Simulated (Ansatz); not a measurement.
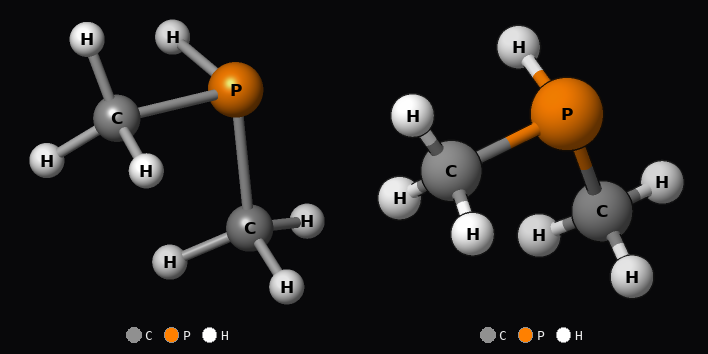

The same structure drawn twice, from different directions.

Computed geometry: PBE0-D4/def2-TZVP optimisation.

Description:

It has 10 atoms: 2 carbon, 7 hydrogen and 1 phosphorus (C₂H₇P). Its SMILES string is `CPC`. It has no ring. The point group is Cs. Coordination: 2 C tetrahedral; 1 P trigonal pyramidal.

The parts below concern this one geometry. Atoms keep their numbers from picture to picture.

Levels of theory compared

Program: Ansatz 0.2.0.

Tabulate HOMO–LUMO gap (eV) at these levels: B97M-V/def2-TZVPP; BLYP-D4/def2-TZVPP; CAM-B3LYP-D4/def2-TZVPP; PBE0-D4/def2-QZVPP; PBE0-D4/def2-SVP; r2SCAN0-D4/def2-TZVPP; r2SCANh-D4/def2-TZVPP; revPBE-D4/def2-TZVPP; ωB97M-V/def2-SVP; ωB97M-V/def2-TZVPP.

```csv
level,HOMO–LUMO gap (eV)
B97M-V/def2-TZVPP,5.92
BLYP-D4/def2-TZVPP,5.39
CAM-B3LYP-D4/def2-TZVPP,9.63
PBE0-D4/def2-QZVPP,7.13
PBE0-D4/def2-SVP,7.90
r2SCAN0-D4/def2-TZVPP,7.91
r2SCANh-D4/def2-TZVPP,6.87
revPBE-D4/def2-TZVPP,5.51
ωB97M-V/def2-SVP,11.87
ωB97M-V/def2-TZVPP,11.21
```

Dipole moment

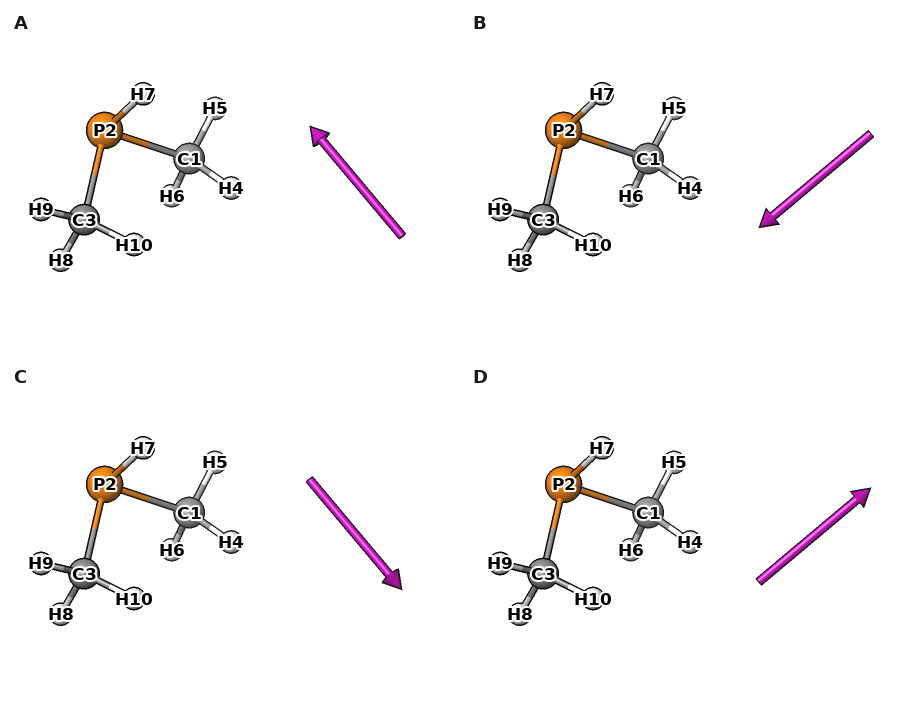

The same molecule four times, each with an arrow. Method: RKS ωB97M-V/def2-TZVPP (Ansatz 0.2.0).

> Which arrow points along the dipole moment, from the negative to the positive end?

C. The dipole moment is 1.22 D; it points from the side of P2 to the side of H4, H10 (the outermost atoms at the two ends).

Thermal motion

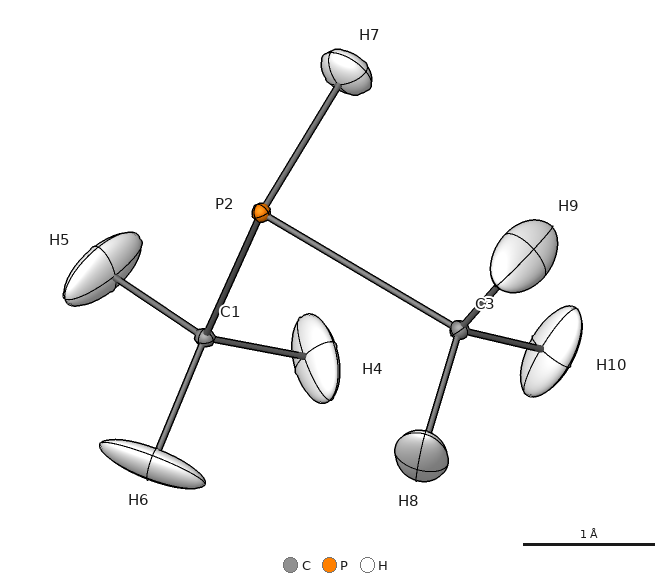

Displacement ellipsoids at the 50 % level, from the internal vibrations of the free molecule (harmonic, no overall translation or rotation; no half-axis is drawn under 0.075 Å). Vibrations computed with RKS PBE0-D4/def2-TZVP (Ansatz 0.2.0). Temperature: 298 K.

List U_eq and the three principal root-mean-square amplitudes for each kind of atom.

| atom | U_eq (Å²) | rms amplitudes (Å) |
| --- | --- | --- |
| C1, C3 | 0.0016 | 0.029, 0.034, 0.055 |
| P2 | 0.00054 | 0.017, 0.018, 0.031 |
| H4, H10 | 0.0306 | 0.077, 0.144, 0.255 |
| H5, H9 | 0.0337 | 0.087, 0.143, 0.270 |
| H6, H8 | 0.0342 | 0.076, 0.137, 0.279 |
| H7 | 0.0157 | 0.085, 0.139, 0.143 |
